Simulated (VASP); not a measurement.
Band structure of Mo (space group Im-3m). Calculation: PBE GGA, VASP's PBE PAW potentials (set 64) (plane waves; VASP).

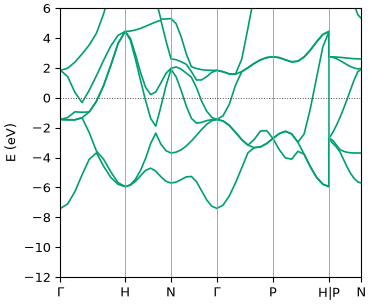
Figure. Bands along high-symmetry lines, zero at the valence-band maximum or, without a gap, the Fermi level

### Question
Read the plot: is there a gap, and where are the band edges?

### Answer
It has no gap at this level: it comes out as a metal or semimetal.

The structure is a typed Mo crystal. The cell was not relaxed at this level.
